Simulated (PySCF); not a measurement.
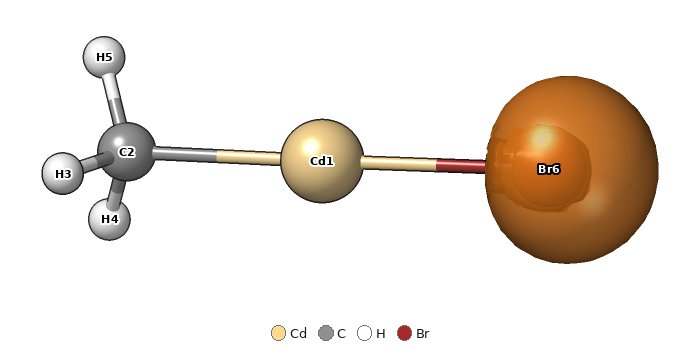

CdMeBr (CH$_{3}$BrCd). Pipek–Mezey orbitals, occupied; each surface holds about 70 % of the orbital's density. Energies are diagonal elements of the Fock matrix.

Computed with PySCF, CAM-B3LYP/def2-SVP, geometry: GFN2-xTB. Core potentials replace the inner electrons of Cd; spin–orbit coupling isn't included. No frequency check shows the geometry to be a minimum. GFN2-xTB bond lengths at metals and heavier atoms can be off by up to 0.1 Å and shapes distorted, which carries into these values.

Cartesian coordinates (Å):

```
Cd1      0.7232    0.0121    0.0002
C2       2.8818   -0.0315   -0.0004
H3       3.2894    0.9633    0.1539
H4       3.2567   -0.4078   -0.9478
H5       3.2531   -0.6759    0.7915
Br6     -1.7659   -0.0078   -0.0001
```

Q: What does this orbital represent?

A: Lone pair on Br6 (s-type) (Br6 100 %; −20.5 eV).

Run time: 10 s on 1 thread of Arm Neoverse V1 (shared host), peak memory 0.42 GiB.
